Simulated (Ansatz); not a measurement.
Consider Ti3RuO8.

```
Ti Ru O
1.0
     3.78990    0.00000    0.00000
     0.00000    3.78990    0.00000
     0.00000    0.00000    9.91388
Ti Ru O
3 1 8
Direct
  0.00000 0.50000 0.24458
  0.50000 0.00000 0.75542
  0.50000 0.50000 0.00000
  0.00000 0.00000 0.50000
  0.00000 0.00000 0.70802
  0.50000 0.50000 0.20177
  0.00000 0.50000 0.44973
  0.50000 0.00000 0.95673
  0.00000 0.00000 0.29198
  0.50000 0.50000 0.79823
  0.00000 0.50000 0.04327
  0.50000 0.00000 0.55027
```

Space group P-4m2; a structure generated by program, which may or may not match a known phase; computed pressure about 2 GPa in this cell; computed without spin polarisation; Hubbard U of 4 eV on Ti d only.

The calculation used DFT PBE+U, scalar-relativistic, plane waves, PAW (Ansatz).

Q: What can the converged valence pseudo-density and electron localisation function tell about the bonding?

A: Ti–O (2.00 Å): the density is about 0.65 e/Å³ at the midpoint; the ELF peaks at about 0.85 in the valence shell of O, 0.6 Å from its nucleus, and is about 0.20 at the midpoint: no shared electron pair shows on this line.
Ru–O (2.06 Å): ρ at the midpoint is about 0.68 e/Å³; the ELF peaks at about 0.80 in the valence shell of O, 0.6 Å from its nucleus, and is about 0.15 at the midpoint (no localised pair shows between them).

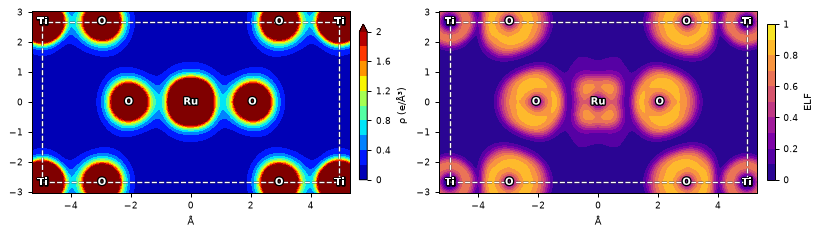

Computed valence pseudo-density and electron localisation function on the (110) plane of the conventional cell, in this order. 
